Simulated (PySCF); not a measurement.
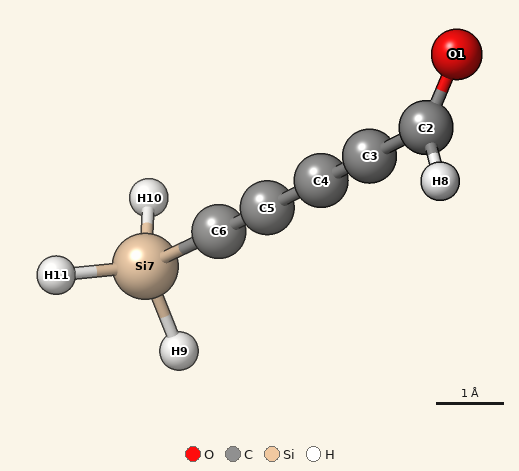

The structure (ball-and-stick view, seen at a tilt; atoms are numbered from 1 in the order of the input). Bond lengths as drawn: C–C 1.22 to 1.42 Å, C–H 1.11 Å, C–O 1.20 Å, C–Si 1.85 Å and H–Si 1.46 Å.

# C$_{5}$H$_{4}$OSi: NMR shielding calculation

- system: C$_{5}$H$_{4}$OSi, SMILES O=CC#CC#C[SiH3]
- method: GIAO PBE0/pcSseg-1 NMR shielding, non-relativistic, gas phase (PySCF 2.14.0)

The geometry comes from this level: GFN2-xTB. Figures and captions count atoms from 1; the log counts them from 0 in places.

The input
```
{"job": {"kind": "nmr", "xc": "PBE0", "basis": "pcSseg-1"}, "charge": 0, "multiplicity": 1}
O     -4.198694     1.809395    -0.253008
C     -3.643687     0.770112    -0.502499
C     -2.277693     0.475745    -0.256820
C     -1.107375     0.224099    -0.045082
C      0.193836    -0.056387     0.188900
C      1.365177    -0.298690     0.404794
Si     3.150220    -0.646642     0.739895
H     -4.180538    -0.083564    -0.968035
H      3.217423    -1.958210     1.385664
H      3.651990     0.410133     1.618804
H      3.834765    -0.643321    -0.553646
```

The first line tells a small driver script what to run in PySCF; the rest is the geometry in Å.

Machine: 1 CPU thread, shared host.

Launched with:
```bash
OMP_NUM_THREADS=1 python <driver script> task.json out
```

The program's output
```
coarse grid: 10624 points
cycle   1  E = -556.8536461362  dE =  1.104e+00  |g| = 7.767e-01  |ddm| = 3.739e+00
cycle   2  E = -556.3947577753  dE =  4.589e-01  |g| = 1.686e+00  |ddm| = 3.338e+00
cycle   3  E = -556.9714842134  dE = -5.767e-01  |g| = 1.434e-01  |ddm| = 2.600e+00
cycle   4  E = -556.9756569006  dE = -4.173e-03  |g| = 7.710e-02  |ddm| = 2.580e-01
cycle   5  E = -556.9767126088  dE = -1.056e-03  |g| = 4.902e-02  |ddm| = 9.948e-02
cycle   6  E = -556.9772866713  dE = -5.741e-04  |g| = 7.632e-03  |ddm| = 3.690e-02
cycle   7  E = -556.9772993973  dE = -1.273e-05  |g| = 2.429e-03  |ddm| = 6.687e-03
cycle   8  E = -556.9773002395  dE = -8.422e-07  |g| = 1.635e-03  |ddm| = 3.827e-03
final grid: 100664 points
cycle   9  E = -557.0316915653  dE = -1.407e-06  |g| = 1.053e-02  |ddm| = 1.069e-01
cycle  10  E = -557.0316101572  dE =  8.141e-05  |g| = 2.281e-02  |ddm| = 3.517e-02
cycle  11  E = -557.0317125599  dE = -1.024e-04  |g| = 1.376e-03  |ddm| = 2.402e-02
cycle  12  E = -557.0317129766  dE = -4.167e-07  |g| = 6.956e-04  |ddm| = 1.685e-03
cycle  13  E = -557.0317131086  dE = -1.320e-07  |g| = 1.086e-04  |ddm| = 7.391e-04
cycle  14  E = -557.0317131114  dE = -2.859e-09  |g| = 3.092e-05  |ddm| = 1.542e-04
cycle  15  E = -557.0317131117  dE = -2.128e-10  |g| = 1.033e-05  |ddm| = 4.325e-05
```

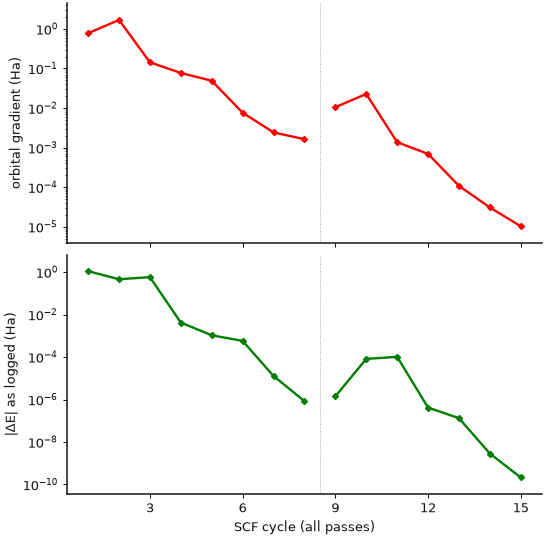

Convergence of the self-consistent field: orbital gradient and size of the energy change against the SCF cycle. The dotted line marks the change from a coarse to the final integration grid. The first 8 cycles use a coarse grid, the final grid takes over at cycle 9, and the field converges after 15 cycles in all.

```
converged SCF energy = -557.0317131117

GIAO shielding tensors (ppm)
atom      isotropic    diamagn.    paramagn.     s11        s22        s33       span
  0 O     -436.225     397.190    -833.415  -1183.069   -535.716    410.109   1593.178
  1 C        5.975     250.945    -244.969    -87.965      3.013    102.878    190.843
  2 C      111.905     262.459    -150.554     14.768     27.544    293.403    278.635
  3 C       97.851     246.756    -148.905     41.834     44.757    206.961    165.127
  4 C       88.862     251.768    -162.906     -2.086      0.373    268.300    270.386
  5 C       86.284     264.322    -178.038     -5.119     15.175    248.796    253.915
  6 Si     445.738     881.661    -435.923    438.255    442.013    456.947     18.692
  7 H       22.155      26.751      -4.596     19.408     20.843     26.215      6.807
  8 H       27.357      28.514      -1.157     23.911     25.815     32.346      8.435
  9 H       27.333      28.565      -1.232     23.816     25.826     32.356      8.540
 10 H       27.347      28.671      -1.324     23.956     25.791     32.294      8.338
```

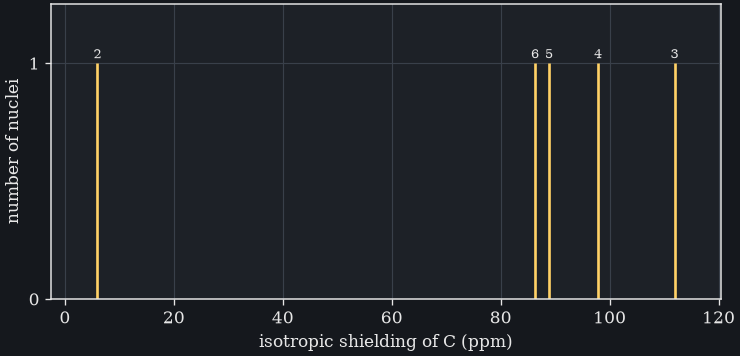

Isotropic shieldings of the carbon nuclei in this fixed geometry, labelled by atom number; shielding grows to the right, so chemical shift grows to the left. The least shielded is C2 (6.0 ppm), the most shielded C3 (111.9 ppm).

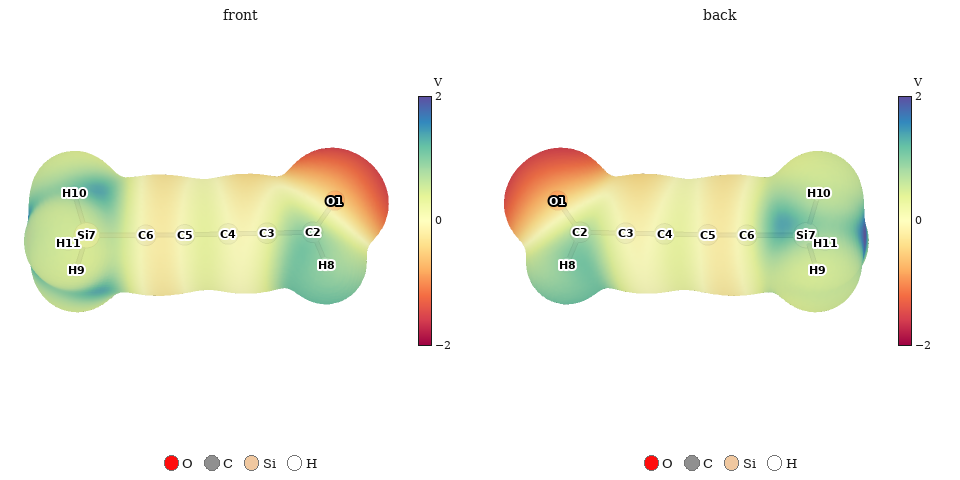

The electrostatic potential painted on the density surface at 0.002 e/bohr³, seen face on and from behind; red is negative and blue positive. Its dipole moment is 3.76 D.

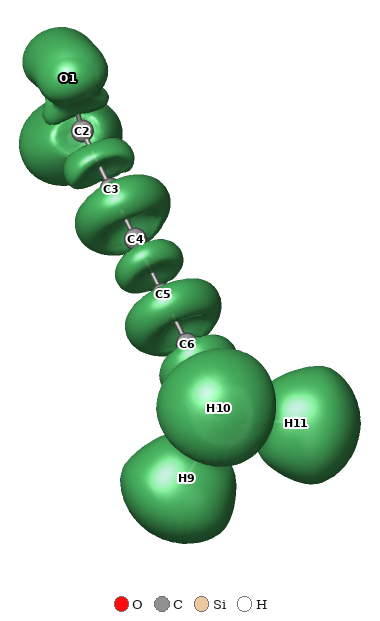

Isosurface of the ELF at 0.75 (green), seen at an oblique angle. Core shells and regions of very low density are left out. Along the contacts the grid gives the following. C–O (1.20 Å): the ELF peaks at about 0.85 between the atoms; a double or triple bond. C–C (1.22 Å): the ELF peaks at about 0.85 between the atoms (a multiple bond by its length, whose ELF region spreads away from the axis).

Results in brief

| quantity | value |
| --- | --- |
| outcome | converged |
| total energy | −557.031713 hartree |
| HOMO | −7.97 eV |
| LUMO | −2.80 eV |
| dipole moment | 3.76 D |
| isotropic shielding, O | −436.2 ppm |
| isotropic shielding, C | 6.0 to 111.9 ppm |
| isotropic shielding, Si | 445.7 ppm |
| isotropic shielding, H | 22.2 to 27.4 ppm |
| wall time | 20 s |
| peak memory | 0.69 GiB |
